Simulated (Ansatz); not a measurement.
# AlRu, response to strain

Base system: AlRu in the CsCl type structure (space group Pm-3m, No. 221; a = 2.983 Å; relaxed with 0.1 eV smearing).

Strains are applied to the cell and any free atomic positions relax.

Computed with DFT with r2SCAN, PAW potentials and a 500 eV plane-wave cutoff in Ansatz (a quantum-chemistry and plane-wave program), no SOC.

Notes on the quantities. energy relative to the base: free energy F.

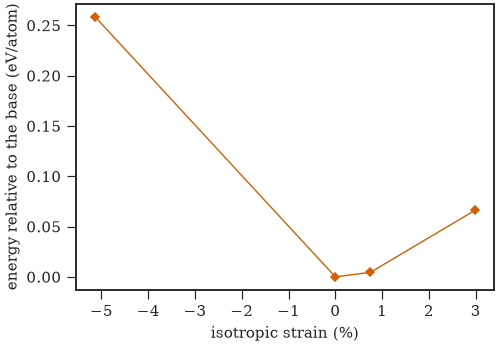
Energy relative to the base against isotropic strain

```csv
isotropic strain (%),energy relative to the base
-5.14,+0.259 eV/atom
0.75,+4.5 meV/atom
2.98,+66 meV/atom
```

Whether these cells are dynamically stable was not tested. All final runs are without spin polarisation.
